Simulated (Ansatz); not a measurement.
Reaction (SMILES): [C](F)Cl (closed-shell singlet) → C atom + Cl atom + F atom
B3LYP-D3(BJ)/def2-TZVP geometries, fixed; electronic energies without zero-point terms.

Basis-set convergence of the atomisation energy at CCSD(T) with Ansatz (a quantum-chemistry and plane-wave program). Cartesian d functions, on some or all atoms, in 6-31+G*; all else is spherical. Cores are frozen. A restricted Hartree-Fock determinant is unstable towards unrestricted orbitals. Open shells are unrestricted. No added dispersion term, no relativity. Functions are those of the species that has most. Reference: Hartree-Fock in aug-cc-pV(Q+d)Z plus the correlation part extrapolated as X^-3 from aug-cc-pV(T+d)Z and aug-cc-pV(Q+d)Z, 214.15 kcal/mol, itself unsure by roughly 1.09 kcal/mol (a third of the extrapolation step and of the last Hartree-Fock step). Deviations are taken from unrounded values. Cost is core time over that of def2-TZVP, rough, on shared machines of one kind; a dash marks a row that isn't timed (too short, read off another run, short of memory, by another algorithm or on other hardware).

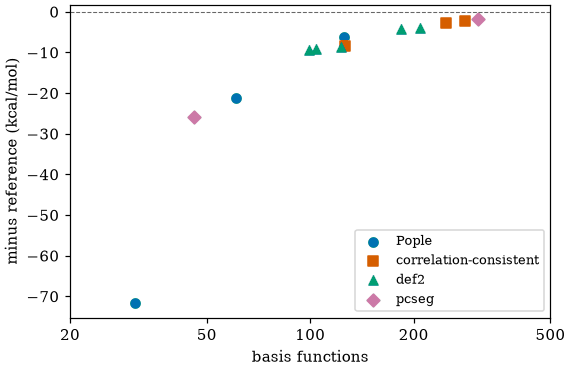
Figure. Deviation from the reference against the number of basis functions, by family of sets.

```csv
basis,functions,atomisation energy (kcal/mol),minus reference (kcal/mol),cost
6-31G,31,142.40,-71.75,-
pcseg-1,46,188.28,-25.87,-
6-31+G*,61,193.00,-21.15,-
def2-TZVP,99,204.85,-9.30,1×
def2-TZVPP,104,204.99,-9.16,1×
def2-TZVPD,123,205.49,-8.66,2×
"6-311++G(3df,3pd)",125,208.04,-6.11,2×
jun-cc-pV(T+d)Z,126,205.65,-8.50,1×
def2-QZVPP,184,209.92,-4.22,4×
def2-QZVPPD,208,210.20,-3.95,6×
aug-cc-pV(Q+d)Z,249,211.28,-2.86,10×
cc-pV(5+d)Z,282,211.98,-2.17,30×
pcseg-4,307,212.43,-1.72,30×
```
